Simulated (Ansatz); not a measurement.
Geometry relaxation, with input and output: CH9NSi (part 1 of 2)

The run: geometry relaxation of CH9NSi. Method and program: RKS PBE0-D4/def2-TZVP (Ansatz 0.2.0).

The geometry is a transition state displaced along its imaginary mode. The reaction was set up to form Si1–H8 and N2–H7 and to break Si1–N2 and H7–H8 (atoms counted from 1 in the order of the input); sticks are drawn by distance alone. Figures and captions count atoms from 1; the log counts them from 0 in places.

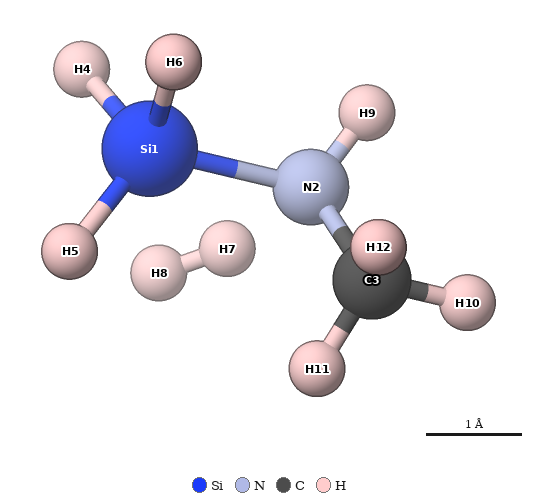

The starting structure (ball-and-stick view, seen at an oblique angle; atoms are numbered from 1 in the order of the input). Bond lengths as drawn: C–H 1.09 to 1.10 Å, C–N 1.45 Å, H–H 0.77 Å, H–N 1.01 Å, H–Si 1.48 to 1.50 Å and N–Si 1.80 Å.

## Summary

- outcome: converged
- total energy: −10545.6691 eV
- mean-field energy: −10545.5135 eV
- dispersion energy: −0.1556 eV
- SCF solution under orbital rotations: stable
- largest force (length of the vector) at the end: 0.004 eV/Å
- dipole moment: 1.27 D
- hardware: 4 threads of Arm Neoverse V1, 23 GiB of memory available, shared host
- wall time: 41 s (CPU time 2.5 min)
- peak memory: 0.33 GiB

## Input
```yaml
crystal:
  periodic: [false, false, false]
  atoms:
    - {symbol: Si, position_ang: [0.168515, 0.537376, 1.183053]}
    - {symbol: N, position_ang: [0.538096, -0.047080, -0.475409]}
    - {symbol: C, position_ang: [-0.325021, -1.102011, -0.969988]}
    - {symbol: H, position_ang: [0.922586, 1.775838, 1.582683]}
    - {symbol: H, position_ang: [-1.255265, 0.547648, 1.612066]}
    - {symbol: H, position_ang: [0.779843, -0.554728, 1.964996]}
    - {symbol: H, position_ang: [-0.086255, 1.328723, -0.632832]}
    - {symbol: H, position_ang: [-0.548429, 1.828539, -0.266949]}
    - {symbol: H, position_ang: [1.513016, -0.197055, -0.678586]}
    - {symbol: H, position_ang: [-0.078462, -1.364789, -2.000885]}
    - {symbol: H, position_ang: [-1.365416, -0.750028, -0.965760]}
    - {symbol: H, position_ang: [-0.263110, -2.002533, -0.352390]}
basis:
  gaussian: {orbitals: def2-TZVP}
hamiltonian: {xc: pbe0, dispersion: d4}
relax: {f_tol: 0.005, max_steps: 200}
```

Command:
```bash
ansatz run in.yaml --threads 4 --pin off --events-out ev --progress --plain --max-ram 9574MiB
```

## The program's output
```
Functional definition: PBE0
  name "PBE0"
  cite "Adamo & Barone, J. Chem. Phys. 110, 6158 (1999) doi:10.1063/1.478522"
  cite "Perdew, Burke & Ernzerhof, Phys. Rev. Lett. 77, 3865 (1996) doi:10.1103/PhysRevLett.77.3865"
  parent pbe
  parameter a = 0.25
  parameter kappa = 0.804
  parameter beta = 0.06672455060314922
  exchange = (1 - a)*pbe_x(kappa = kappa, mu = beta*pi^2/3) + a*exact_x
  correlation = pbe_c(beta = beta)
999 factors; their error is unknown
mean field evaluation 1: about -10537.5559 eV, gradient 5.6e1 eV
mean field evaluation 2: about -10528.3102 eV, gradient 8.3e1 eV
mean field evaluation 4: about -10544.0819 eV, gradient 4.2e0 eV
mean field evaluation 8: about -10544.1202 eV, gradient 2.7e-2 eV
mean field evaluation 16: about -10544.1471 eV, gradient 1.9e-5 eV
mean field -10544.14707424 eV, -387.4902578987 hartree, gradient 1.9e-5 eV, S^2 0.000000; 0 other end points of the search recorded, 0 dependent functions left out
the calculation of the forces begins
reference -10544.14710646 eV, -387.4902590826 hartree; 18, 18 occupied and 135, 135 virtual orbitals, 999 factors
relax step   1: F+E_penalty+E_count = -10544.31771029 eV  Δ(F+E_penalty+E_count) = +0.000e0 eV  max|allowed force component| = 1.776e0 eV/Å  Δτ_max = 0.0000 Å  (26 SCF iters, accepted)
these checks for a lower state are left out or cut short: starts, cluster_reference, orbital_swaps, neighbouring_geometries, increment
999 factors; their error is unknown
mean field -10544.66928075 eV, -387.5094486340 hartree, gradient 1.0e-5 eV, S^2 0.000000; 0 other end points of the search recorded, 0 dependent functions left out
[... from here on the field's lines of each further geometry are left out, up to the last ...]
relax step   2: F+E_penalty+E_count = -10544.84126883 eV  Δ(F+E_penalty+E_count) = -5.236e-1 eV  max|allowed force component| = 1.479e0 eV/Å  Δτ_max = 0.1983 Å  (29 SCF iters, accepted)
relax step   3: F+E_penalty+E_count = -10545.21956125 eV  Δ(F+E_penalty+E_count) = -3.783e-1 eV  max|allowed force component| = 1.486e0 eV/Å  Δτ_max = 0.1950 Å  (29 SCF iters, accepted)
relax step   4: F+E_penalty+E_count = -10545.46317768 eV  Δ(F+E_penalty+E_count) = -2.436e-1 eV  max|allowed force component| = 6.700e-1 eV/Å  Δτ_max = 0.1949 Å  (29 SCF iters, accepted)
relax step   5: F+E_penalty+E_count = -10545.55803966 eV  Δ(F+E_penalty+E_count) = -9.486e-2 eV  max|allowed force component| = 3.479e-1 eV/Å  Δτ_max = 0.2000 Å  (28 SCF iters, accepted)
relax step   6: F+E_penalty+E_count = -10545.60739404 eV  Δ(F+E_penalty+E_count) = -4.935e-2 eV  max|allowed force component| = 4.429e-1 eV/Å  Δτ_max = 0.1919 Å  (28 SCF iters, accepted)
relax step   7: F+E_penalty+E_count = -10545.63189720 eV  Δ(F+E_penalty+E_count) = -2.450e-2 eV  max|allowed force component| = 1.323e-1 eV/Å  Δτ_max = 0.2000 Å  (28 SCF iters, accepted)
relax step   8: F+E_penalty+E_count = -10545.63958614 eV  Δ(F+E_penalty+E_count) = -7.689e-3 eV  max|allowed force component| = 2.841e-1 eV/Å  Δτ_max = 0.1315 Å  (29 SCF iters, accepted)
relax step   9: F+E_penalty+E_count = -10545.64694449 eV  Δ(F+E_penalty+E_count) = -7.358e-3 eV  max|allowed force component| = 2.233e-1 eV/Å  Δτ_max = 0.0946 Å  (29 SCF iters, accepted)
relax step  10: F+E_penalty+E_count = -10545.65198596 eV  Δ(F+E_penalty+E_count) = -5.041e-3 eV  max|allowed force component| = 1.538e-1 eV/Å  Δτ_max = 0.0509 Å  (30 SCF iters, accepted)
relax step  11: F+E_penalty+E_count = -10545.65751290 eV  Δ(F+E_penalty+E_count) = -5.527e-3 eV  max|allowed force component| = 2.108e-1 eV/Å  Δτ_max = 0.1184 Å  (28 SCF iters, accepted)
relax step  12: F+E_penalty+E_count = -10545.66042017 eV  Δ(F+E_penalty+E_count) = -2.907e-3 eV  max|allowed force component| = 1.891e-1 eV/Å  Δτ_max = 0.1035 Å  (28 SCF iters, accepted)
relax step  13: F+E_penalty+E_count = -10545.66235519 eV  Δ(F+E_penalty+E_count) = -1.935e-3 eV  max|allowed force component| = 1.137e-1 eV/Å  Δτ_max = 0.0868 Å  (29 SCF iters, accepted)
relax step  14: F+E_penalty+E_count = -10545.66419725 eV  Δ(F+E_penalty+E_count) = -1.842e-3 eV  max|allowed force component| = 1.061e-1 eV/Å  Δτ_max = 0.0937 Å  (29 SCF iters, accepted)
relax step  15: F+E_penalty+E_count = -10545.66530455 eV  Δ(F+E_penalty+E_count) = -1.107e-3 eV  max|allowed force component| = 1.286e-1 eV/Å  Δτ_max = 0.0882 Å  (29 SCF iters, accepted)
relax step  16: F+E_penalty+E_count = -10545.66617259 eV  Δ(F+E_penalty+E_count) = -8.680e-4 eV  max|allowed force component| = 1.330e-1 eV/Å  Δτ_max = 0.0898 Å  (29 SCF iters, accepted)
relax step  17: F+E_penalty+E_count = -10545.66706132 eV  Δ(F+E_penalty+E_count) = -8.887e-4 eV  max|allowed force component| = 1.432e-1 eV/Å  Δτ_max = 0.1198 Å  (29 SCF iters, accepted)
relax step  18: F+E_penalty+E_count = -10545.66764821 eV  Δ(F+E_penalty+E_count) = -5.869e-4 eV  max|allowed force component| = 1.335e-1 eV/Å  Δτ_max = 0.0791 Å  (30 SCF iters, accepted)
relax step  19: F+E_penalty+E_count = -10545.66810083 eV  Δ(F+E_penalty+E_count) = -4.526e-4 eV  max|allowed force component| = 1.048e-1 eV/Å  Δτ_max = 0.0516 Å  (29 SCF iters, accepted)
relax step  20: F+E_penalty+E_count = -10545.66854960 eV  Δ(F+E_penalty+E_count) = -4.488e-4 eV  max|allowed force component| = 6.338e-2 eV/Å  Δτ_max = 0.0367 Å  (29 SCF iters, accepted)
relax step  21: F+E_penalty+E_count = -10545.66895846 eV  Δ(F+E_penalty+E_count) = -4.089e-4 eV  max|allowed force component| = 2.242e-2 eV/Å  Δτ_max = 0.0992 Å  (28 SCF iters, accepted)
relax step  22: F+E_penalty+E_count = -10545.66907485 eV  Δ(F+E_penalty+E_count) = -1.164e-4 eV  max|allowed force component| = 1.066e-2 eV/Å  Δτ_max = 0.0185 Å  (30 SCF iters, accepted)
relax step  23: F+E_penalty+E_count = -10545.66909913 eV  Δ(F+E_penalty+E_count) = -2.428e-5 eV  max|allowed force component| = 6.648e-3 eV/Å  Δτ_max = 0.0137 Å  (30 SCF iters, accepted)
the calculation of the forces begins
reference -10545.51354317 eV, -387.5404747056 hartree; 18, 18 occupied and 135, 135 virtual orbitals, 999 factors
relax step  24: F+E_penalty+E_count = -10545.66910531 eV  Δ(F+E_penalty+E_count) = -6.176e-6 eV  max|allowed force component| = 3.636e-3 eV/Å  Δτ_max = 0.0134 Å  (30 SCF iters, accepted)
999 factors; their error is unknown
mean field evaluation 192: about -10545.5135 eV, gradient 1.3e-3 eV
```

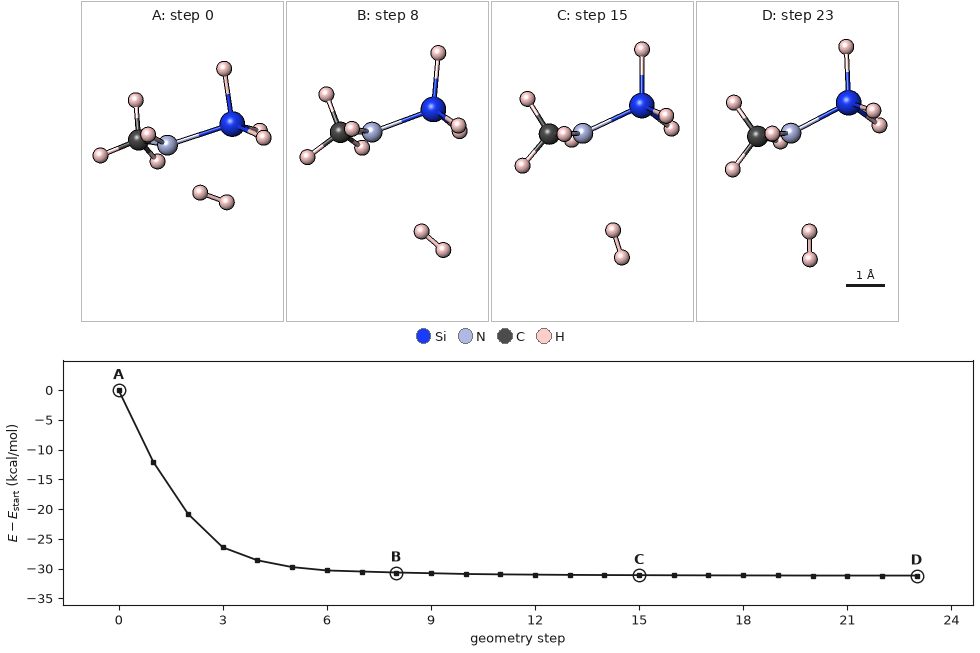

Frames of the relaxation (ball-and-stick view, seen at a tilt) above the curves, on which the letters mark them (the first geometry is step 0 here and step 1 in the log).

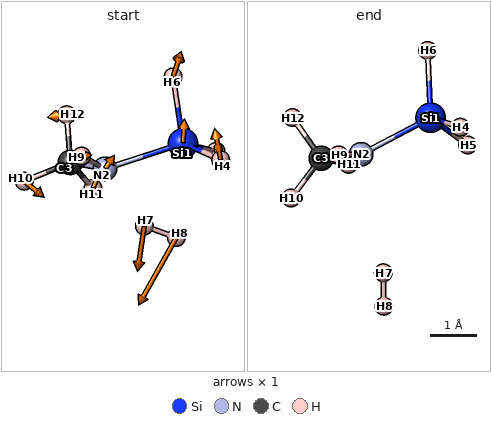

Before (left) and after (right) the relaxation, at one scale (ball-and-stick view, seen at a tilt). The orange arrows give the displacements, at true length. H8 moves most after the best rigid fit: 1.73 Å. Largest moves by element: H 1.73 Å, Si 0.56 Å, N 0.39 Å, C 0.15 Å. Distances before and after: Si1–N2 1.797 → 1.718 Å, H7–H8 0.773 → 0.749 Å, Si1–H6 1.476 → 1.496 Å, Si1–H4 1.504 → 1.486 Å. Among the angles that change: N2–Si1–H6 99.4° → 115.2°, N2–Si1–H5 117.7° → 108.4°, Si1–N2–C3 115.4° → 122.7°. After 23 geometry steps the energy has fallen by 31.2 kcal/mol. Largest force component: 1.8 eV/Å at the start, 0.0036 eV/Å at the end. (Atoms are counted from 1 in the order of the input.)

```
mean field -10545.51350793 eV, -387.5404734105 hartree, gradient 6.8e-5 eV, S^2 0.000000; 1 other end points of the search recorded, 0 dependent functions left out
the calculation of the forces begins
reference -10545.51354317 eV, -387.5404747056 hartree; 18, 18 occupied and 135, 135 virtual orbitals, 999 factors
Total energy: -10545.66914055 eV, -387.5461928038 hartree
Atom 0 at     0.404859     0.097817     1.569240 Å, force    -0.000206    -0.000930    -0.001206 eV/Å
Atom 1 at     0.561827    -0.133088    -0.126008 Å, force     0.001435     0.000449     0.003636 eV/Å
Atom 2 at    -0.289011    -1.032950    -0.875792 Å, force    -0.001392    -0.000846    -0.002104 eV/Å
Atom 3 at     1.366518     1.159378     1.963113 Å, force     0.000147     0.000445    -0.000069 eV/Å
Atom 4 at    -0.994156     0.511608     1.859672 Å, force     0.000223     0.000513     0.000324 eV/Å
Atom 5 at     0.679614    -1.112395     2.403771 Å, force    -0.000144    -0.000052    -0.000226 eV/Å
Atom 6 at    -0.600271     1.931223    -1.298066 Å, force    -0.002397     0.002321    -0.002596 eV/Å
Atom 7 at    -0.992551     2.401827    -1.728954 Å, force     0.002482    -0.002322     0.002469 eV/Å
Atom 8 at     1.479993    -0.021326    -0.526044 Å, force    -0.000854     0.000583    -0.000904 eV/Å
Atom 9 at    -0.347239    -0.730258    -1.925188 Å, force     0.000259    -0.000210     0.000624 eV/Å
Atom 10 at    -1.305588    -0.990935    -0.475446 Å, force     0.000261    -0.000115    -0.000309 eV/Å
Atom 11 at     0.036103    -2.081000    -0.840299 Å, force     0.000187     0.000164     0.000361 eV/Å
Dipole moment:     0.105832    -0.148900    -0.191442 e Å
```

## Trajectory as extended XYZ (Å, eV, eV/Å), 24 frames, from step=1 to step=24
```
12
Properties=species:S:1:pos:R:3:forces:R:3 step=1 energy=-10544.31771
Si    0.1685    0.5374    1.1831    0.9153  -0.4645   0.1088
N     0.5381   -0.0471   -0.4754    0.4398  -0.8522   0.3064
C    -0.3250   -1.1020   -0.9700    0.0467   0.0249   0.0221
H     0.9226    1.7758    1.5827   -0.2733  -0.2656  -0.3001
H    -1.2553    0.5476    1.6121    0.0533   0.0891  -0.3781
H     0.7798   -0.5547    1.9650    0.0935  -0.2376   0.4852
H    -0.0863    1.3287   -0.6328   -0.2886   0.4490  -0.6025
H    -0.5484    1.8285   -0.2669   -1.1734   1.7758   0.2126
H     1.5130   -0.1971   -0.6786    0.2106  -0.3033   0.1522
H    -0.0785   -1.3648   -2.0009    0.0488   0.0021   0.0156
H    -1.3654   -0.7500   -0.9658    0.0795  -0.0193   0.0224
H    -0.2631   -2.0025   -0.3524   -0.1522  -0.1983  -0.0446
12
Properties=species:S:1:pos:R:3:forces:R:3 step=2 energy=-10544.84127
Si    0.2264    0.4817    1.1989    0.5306  -0.6017  -0.0459
N     0.5641   -0.0755   -0.4653    0.1174  -0.3049   0.6680
C    -0.3145   -1.1164   -0.9659   -0.0321   0.0132  -0.0061
H     0.9224    1.7543    1.5426   -0.0547  -0.1590  -0.1633
H    -1.2223    0.5504    1.5416    0.1474  -0.0204  -0.2608
H     0.8028   -0.5962    2.0460    0.0219  -0.0206   0.2799
H    -0.1807    1.4050   -0.6217   -0.9810   1.4792   0.0498
H    -0.6401    2.0020   -0.2958    0.1701  -0.1215  -0.5534
H     1.5394   -0.2561   -0.6557    0.0394  -0.1161   0.0680
H    -0.0656   -1.3728   -1.9976    0.0333  -0.0084   0.0019
H    -1.3477   -0.7462   -0.9657    0.0807  -0.0259   0.0058
H    -0.2841   -2.0304   -0.3614   -0.0730  -0.1137  -0.0439
12
Properties=species:S:1:pos:R:3:forces:R:3 step=3 energy=-10545.21956
Si    0.2846    0.4003    1.2447    0.1717  -0.0933  -0.4754
N     0.5730   -0.0965   -0.4266    0.1138  -0.2986   0.6731
C    -0.3104   -1.1239   -0.9536   -0.0244  -0.0208  -0.0217
H     0.9406    1.7045    1.5272    0.0551  -0.1207  -0.0339
H    -1.1732    0.5181    1.4953    0.0260  -0.0678  -0.0803
H     0.8276   -0.6352    2.1429    0.0976  -0.1583   0.3173
H    -0.2706    1.5374   -0.6885   -0.9997   1.4857   0.3333
H    -0.7247    2.1471   -0.3949    0.5298  -0.6721  -0.6549
H     1.5462   -0.2854   -0.6268   -0.0241  -0.0263  -0.0304
H    -0.0524   -1.3629   -1.9879    0.0299   0.0098   0.0154
H    -1.3390   -0.7466   -0.9586    0.0455  -0.0078   0.0114
H    -0.3016   -2.0570   -0.3733   -0.0213  -0.0298  -0.0539
12
Properties=species:S:1:pos:R:3:forces:R:3 step=4 energy=-10545.46318
Si    0.3265    0.3497    1.2643   -0.0843  -0.3662   0.2226
N     0.5879   -0.1381   -0.3835    0.1277  -0.3224   0.2658
C    -0.3048   -1.1419   -0.9449    0.0179  -0.0234  -0.0207
H     0.9767    1.6599    1.5093    0.1066  -0.0520   0.0441
H    -1.1525    0.4893    1.4620    0.2592  -0.0864   0.0023
H     0.8586   -0.6802    2.2509   -0.1858   0.3662  -0.2282
H    -0.3637    1.7016   -0.7372   -0.4486   0.6700   0.0915
H    -0.8051    2.2831   -0.4886    0.2131  -0.2532  -0.2926
H     1.5580   -0.3198   -0.6052   -0.0565   0.0131  -0.0831
H    -0.0377   -1.3585   -1.9826    0.0228   0.0276   0.0344
H    -1.3269   -0.7517   -0.9522    0.0170  -0.0048   0.0182
H    -0.3169   -2.0935   -0.3924    0.0109   0.0315  -0.0543
12
Properties=species:S:1:pos:R:3:forces:R:3 step=5 energy=-10545.55804
Si    0.3311    0.3265    1.2952    0.2200  -0.3479   0.1708
N     0.6022   -0.1848   -0.3401   -0.0741   0.0007   0.2489
C    -0.2960   -1.1563   -0.9424    0.0490   0.0520   0.0097
H     1.0664    1.5868    1.5809   -0.0793   0.0315  -0.1132
H    -1.1371    0.4653    1.5275    0.1575   0.0507  -0.1210
H     0.8453   -0.6751    2.2920   -0.1197   0.0727  -0.0437
H    -0.4880    1.7855   -0.8696   -0.1122   0.2943   0.0667
H    -0.8400    2.4033   -0.6111    0.0101  -0.0858  -0.1502
H     1.5700   -0.3374   -0.5881   -0.0789   0.0182  -0.0297
H    -0.0329   -1.3115   -1.9917   -0.0236  -0.0304   0.0269
H    -1.3205   -0.7728   -0.9178    0.0292   0.0127  -0.0038
H    -0.3005   -2.1296   -0.4349    0.0221  -0.0685  -0.0615
12
Properties=species:S:1:pos:R:3:forces:R:3 step=6 energy=-10545.60739
Si    0.3672    0.2632    1.3212   -0.0762   0.4429  -0.0067
N     0.6048   -0.2341   -0.3033    0.1630  -0.2927  -0.1817
C    -0.2877   -1.1986   -0.9304    0.0853  -0.0074   0.0096
H     1.0732    1.5581    1.5448    0.0152  -0.1153  -0.0037
H    -1.0898    0.4520    1.4803   -0.1526   0.0075   0.0796
H     0.8260   -0.6861    2.3569    0.0858  -0.2183   0.1918
H    -0.5487    1.9656   -0.8959    0.1517  -0.2222  -0.0969
H    -0.8887    2.5767   -0.6545   -0.1847   0.2978   0.0562
H     1.5695   -0.3574   -0.5817   -0.1170   0.0191  -0.0669
H    -0.0302   -1.3167   -1.9875   -0.0245  -0.0065   0.0732
H    -1.3147   -0.8273   -0.8883    0.0024   0.0195   0.0173
H    -0.2807   -2.1954   -0.4616    0.0518   0.0756  -0.0717
```
